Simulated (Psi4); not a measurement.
**Single-point calculation, with input and output: SnH$_{2}$F$_{2}$ (part 2 of 2)**

The same run, continued: SnH$_{2}$F$_{2}$; PBE0/def2-SVP, UKS, dispersion D4, core potentials def2 (Psi4 1.11). 

Geometry of the input (Å):
```
F  0.7446  -1.3034  2.2424
Sn 1.2170  -1.0203  0.4148
F  -1.2312  1.1107  -0.7124
H  1.0007  -2.4942  -0.3881
H  2.6713  -0.1550  0.4060
```

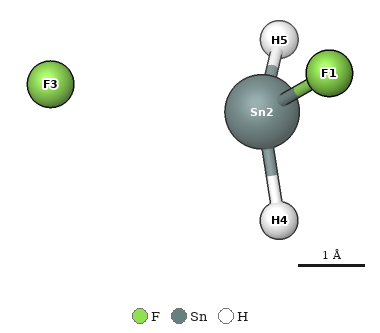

The input geometry (ball-and-stick view, seen at a tilt; atoms are numbered from 1 in the order of the input). Sticks mark near contacts.

Log, continued:
```
       Center              X                  Y                   Z               Mass
    ------------   -----------------  -----------------  -----------------  -----------------
         F            0.000000279877     0.389367443157    -1.782050416448    18.998403162730
         SN           0.000000279877     0.389367443157     0.126726583552   119.902201630000
         F            0.000000279877    -2.954622418937     0.916119142557    18.998403162730
         H           -1.491108615983     1.016883716650     0.623347737099     1.007825032230
         H            1.491064766827     1.016936144830     0.623411412026     1.007825032230

  Running in c1 symmetry.

  Rotational constants: A =      0.28590  B =      0.07734  C =      0.06291 [cm^-1]
  Rotational constants: A =   8571.05707  B =   2318.45027  C =   1885.87008 [MHz]
  Nuclear repulsion =  114.824886769104396

  Charge       = 0
  Multiplicity = 1
  Electrons    = 42
  Nalpha       = 21
  Nbeta        = 21

  ==> Algorithm <==

  SCF Algorithm Type is DF.
  DIIS enabled.
  MOM disabled.
  Fractional occupation disabled.
  Guess Type is READ.
  Energy threshold   = 1.00e-06
  Density threshold  = 1.00e-06
  Integral threshold = 1.00e-12

  ==> Primary Basis <==

  Basis Set: DEF2-SVP
    Blend: DEF2-SVP
    Number of shells: 28
    Number of basis functions: 64
    Number of Cartesian functions: 68
    Spherical Harmonics?: true
    Max angular momentum: 2

  Core potential: DEF2-SVP
    Number of shells: 4
    Number of ECP primitives: 18
    Number of ECP core electrons: 28
    Max angular momentum: 3

  ==> DFT Potential <==

   => LibXC <=

    Version 7.1.2

   => Composite Functional: PBE0-D4BJEEQATM <=

    PBE0-d4bjeeqatm Hyb-GGA Exchange-Correlation Functional

    Deriv               =              1
    GGA                 =           TRUE
    Meta                =          FALSE

    Exchange Hybrid     =           TRUE
    MP2 Hybrid          =          FALSE

   => Exchange Functionals <=

    0.7500   Perdew, Burke & Ernzerhof

   => Exact (HF) Exchange <=

    0.2500               HF

   => Correlation Functionals <=

    1.0000   Perdew, Burke & Ernzerhof

   => LibXC Density Thresholds  <==

    XC_HYB_GGA_XC_PBEH:  1.00E-15

   => Molecular Quadrature <=

    Radial Scheme          =       TREUTLER
    Pruning Scheme         =           NONE
    Nuclear Scheme         =       TREUTLER

    Blocking Scheme        =         OCTREE
    BS radius alpha        =              1
    Pruning alpha          =              1
    Radial Points          =             75
    Spherical Points       =            302
    Total Points           =         109400
    Total Blocks           =            899
    Max Points             =            256
    Max Functions          =             63
    Weights Tolerance      =       1.00E-15

   => Loading Basis Set <=

    Name: (DEF2-SVP AUX)
    Role: JKFIT
    Keyword: DF_BASIS_SCF

   => Loading Basis Set <=

    Name: DEF2-SVP
    Role: ORBITAL
    Keyword: BASIS

    !!!  WARNING: ECP capability is in beta. Please check occupations closely.  !!!

  Reading orbitals from file scr/input.mol.11072.180.npy, no projection.

  ==> Integral Setup <==

  DFHelper Memory: AOs need 0.014 GiB; user supplied 0.972 GiB.
  SCF_SUBTYPE=INCORE selected. In-core MEM_DF algorithm will be used.
  Using in-core AOs.

  ==> MemDFJK: Density-Fitted J/K Matrices <==

    J tasked:                   Yes
    K tasked:                   Yes
    wK tasked:                   No
    Memory [MiB]:               995
    Algorithm:                 Core
    Schwarz Cutoff:           1E-12
    Mask sparsity (%):       9.0820
    Fitting Condition:        1E-10

   => Auxiliary Basis Set <=

  Basis Set: (DEF2-SVP AUX)
    Blend: DEF2-UNIVERSAL-JKFIT
    Number of shells: 108
    Number of basis functions: 408
    Number of Cartesian functions: 535
    Spherical Harmonics?: true
    Max angular momentum: 5

  Cached 100.0% of DFT collocation blocks in 0.146 [GiB].

  Minimum eigenvalue in the overlap matrix is 3.7254614748E-02.
  Reciprocal condition number of the overlap matrix is 1.0301197310E-02.
    Using symmetric orthogonalization.

  ==> Pre-Iterations <==

  SCF Guess: Orbitals guess was supplied from a previous computation.

   -------------------------------------------------------
    Irrep   Nso     Nmo     Nalpha   Nbeta   Ndocc  Nsocc
   -------------------------------------------------------
     A         64      64      21      21      21       0
   -------------------------------------------------------
    Total      64      64      21      21      21       0
   -------------------------------------------------------

  ==> Iterations <==

                           Total Energy        Delta E     RMS |[F,P]|

   @DF-UKS iter   0:  -414.67406153094674   -4.14674e+02   2.65488e-03
   @DF-UKS iter   1:  -414.68657110535190   -1.25096e-02   3.90211e-03 ADIIS/DIIS
   @DF-UKS iter   2:  -414.61760326913037    6.89678e-02   7.40050e-03 ADIIS/DIIS
   @DF-UKS iter   3:  -414.71167068758211   -9.40674e-02   2.16573e-04 ADIIS/DIIS
   @DF-UKS iter   4:  -414.71161587115267    5.48164e-05   3.07084e-04 ADIIS/DIIS
   @DF-UKS iter   5:  -414.71175851135291   -1.42640e-04   3.69392e-05 DIIS
   @DF-UKS iter   6:  -414.71176153029955   -3.01895e-06   1.03051e-05 DIIS
   @DF-UKS iter   7:  -414.71176185214426   -3.21845e-07   2.42563e-06 DIIS
   @DF-UKS iter   8:  -414.71176187476794   -2.26237e-08   6.16262e-07 DIIS
  Energy and wave function converged.

  ==> Post-Iterations <==

   Electrons on quadrature grid:
      Nalpha   =   20.9999825661 ; deviation = -1.743e-05
      Nbeta    =   20.9999831901 ; deviation = -1.681e-05
      Ntotal   =   41.9999657563 ; deviation = -3.424e-05

   @Spin Contamination Metric:   5.865272756E-01
   @S^2 Expected:                0.000000000E+00
   @S^2 Observed:                5.865272756E-01
   @S   Expected:                0.000000000E+00
   @S   Observed:                0.000000000E+00

    Orbital Energies [Eh]
    ---------------------

    Alpha Occupied:

       1A    -24.750827     2A    -24.686235     3A     -5.219786
       4A     -3.556494     5A     -3.552350     6A     -3.548497
       7A     -1.187333     8A     -1.119221     9A     -1.117224
      10A     -1.115496    11A     -1.113161    12A     -1.085402
      13A     -1.017936    14A     -0.576040    15A     -0.440616
      16A     -0.439209    17A     -0.423258    18A     -0.386796
      19A     -0.323555    20A     -0.323413    21A     -0.254065

    Alpha Virtual:

      22A     -0.157502    23A     -0.046667    24A     -0.025366
      25A      0.051356    26A      0.124402    27A      0.177438
      28A      0.226302    29A      0.253175    30A      0.297667
      31A      0.317288    32A      0.365197    33A      0.423130
      34A      0.433759    35A      0.653837    36A      0.665196
      37A      1.197525    38A      1.213927    39A      1.227848
      40A      1.248838    41A      1.250920    42A      1.265258
      43A      1.339416    44A      1.418763    45A      1.419821
      46A      1.522862    47A      1.558618    48A      1.678937
      49A      1.771654    50A      1.888173    51A      3.100436
      52A      3.101318    53A      3.109123    54A      3.120079
      55A      3.183091    56A      3.183170    57A      3.187846
      58A      3.188536    59A      3.196581    60A      3.206041
      61A     14.458406    62A     14.835238    63A     15.067243
      64A     51.763658

    Beta Occupied:

       1A    -24.749338     2A    -24.708288     3A     -5.218166
       4A     -3.553154     5A     -3.551673     6A     -3.548007
       7A     -1.184640     8A     -1.115517     9A     -1.114756
      10A     -1.112727    11A     -1.111368    12A     -1.082914
      13A     -1.081743    14A     -0.563074    15A     -0.434946
      16A     -0.433110    17A     -0.417965    18A     -0.409707
      19A     -0.379595    20A     -0.344891    21A     -0.344757

    Beta Virtual:

      22A     -0.141790    23A     -0.038524    24A     -0.016601
      25A      0.067648    26A      0.131014    27A      0.182233
      28A      0.239598    29A      0.259176    30A      0.309244
      31A      0.336913    32A      0.388244    33A      0.433392
      34A      0.441509    35A      0.663849    36A      0.675099
      37A      1.160922    38A      1.212414    39A      1.216684
      40A      1.240488    41A      1.242412    42A      1.263262
      43A      1.288473    44A      1.427988    45A      1.429005
      46A      1.532024    47A      1.567126    48A      1.682724
      49A      1.780799    50A      1.896637    51A      3.102890
      52A      3.103823    53A      3.111739    54A      3.113981
      55A      3.121222    56A      3.126912    57A      3.127681
      58A      3.174349    59A      3.174441    60A      3.207576
      61A     14.465284    62A     14.836963    63A     15.069533
      64A     51.764943

    Final Occupation by Irrep:
              A
    DOCC [    21 ]
    SOCC [     0 ]
    NA   [    21 ]
    NB   [    21 ]

  @DF-UKS Final Energy:  -414.71176187476794

   => Energetics <=

    Nuclear Repulsion Energy =            114.8248867691043955
    One-Electron Energy =                -885.1863206893440292
    Two-Electron Energy =                 385.6759956135667267
    DFT Exchange-Correlation Energy =     -30.0245395932895178
    Empirical Dispersion Energy =          -0.0017839748055758
    VV10 Nonlocal Energy =                  0.0000000000000000
    Total Energy =                       -414.7117618747679444

  UHF NO Occupations:
  HONO-2 :   19  A 1.9998151
  HONO-1 :   20  A 1.9997889
  HONO-0 :   21  A 1.6439248
  LUNO+0 :   22  A 0.3560752
  LUNO+1 :   23  A 0.0002111
  LUNO+2 :   24  A 0.0001849
  LUNO+3 :   25  A 0.0000543

Computation Completed

Properties will be evaluated at   0.000000,   0.000000,   0.000000 [a0]

Properties computed using the SCF density matrix

 Multipole Moments:

 ------------------------------------------------------------------------------------
     Multipole            Electronic (a.u.)      Nuclear  (a.u.)        Total (a.u.)
 ------------------------------------------------------------------------------------

 L = 1.  Multiply by 2.5417464519 to convert [e a0] to [Debye]
 Dipole X            :          0.0000758           -0.0000617            0.0000141
 Dipole Y            :         25.4512863          -23.5977493            1.8535370
 Dipole Z            :          7.7003891           -7.1027954            0.5975937
 Magnitude           :                                                    1.9474901

 ------------------------------------------------------------------------------------

	total time  =          4 seconds =       0.07 minutes

  Variable Map:
  ----------------------------------------------------------------------------
  "CURRENT ENERGY"                                  =>    -414.711761874768
  "CURRENT REFERENCE ENERGY"                        =>    -414.711761874768
  "DD SOLVATION ENERGY"                             =>       0.000000000000
  "DFT FUNCTIONAL TOTAL ENERGY"                     =>    -414.709977899962
  "DFT TOTAL ENERGY"                                =>    -414.711761874768
  "DFT VV10 ENERGY"                                 =>       0.000000000000
  "DFT XC ENERGY"                                   =>     -30.024539593290
  "DISPERSION CORRECTION ENERGY"                    =>      -0.001783974806
  "GRID ELECTRONS ALPHA"                            =>      20.999982566136
  "GRID ELECTRONS BETA"                             =>      20.999983190120
  "GRID ELECTRONS TOTAL"                            =>      41.999965756256
  "NUCLEAR REPULSION ENERGY"                        =>     114.824886769104
  "ONE-ELECTRON ENERGY"                             =>    -885.186320689344
  "PBE0-D4(BJ,EEQ)ATM DISPERSION CORRECTION ENERGY" =>      -0.001783974806
  "PCM POLARIZATION ENERGY"                         =>       0.000000000000
  "PE ENERGY"                                       =>       0.000000000000
  "SCF ITERATION ENERGY"                            =>    -414.711761874768
  "SCF ITERATIONS"                                  =>       8.000000000000
  "SCF TOTAL ENERGY"                                =>    -414.711761874768
  "TWO-ELECTRON ENERGY"                             =>     385.675995613567
  "XC GRID RADIAL POINTS"                           =>      75.000000000000
  "XC GRID SPHERICAL POINTS"                        =>     302.000000000000
  "XC GRID TOTAL POINTS"                            =>  109400.000000000000

  Array Variable Map:
  ----------------------------------------------------------------------------
  "CURRENT DIPOLE"                                  =>       0.000014054619 ... 0.597593708180 1 by 3
  "SCF DIPOLE"                                      =>       0.000014054619 ... 0.597593708180 1 by 3
  "SCF TOTAL ENERGIES"                              =>    -414.674061530947 ... -414.711761874768 1 by 9

    Psi4 run time: 0:00:05.90
```

Key numbers:

```csv
quantity,value
outcome,converged
total energy,−414.711762 hartree
dispersion energy,−0.001784 hartree
basis functions,64
⟨S²⟩,0.587
HOMO,−6.91 eV
LUMO,−4.29 eV
dipole moment,4.95 D
wall time,7.2 s
peak memory,0.38 GiB
```

Notes:

Further notes kept with the run: spin contaminated. ⟨S²⟩ is 0.59 against 0.00 for a pure state: the solution is spin-contaminated.
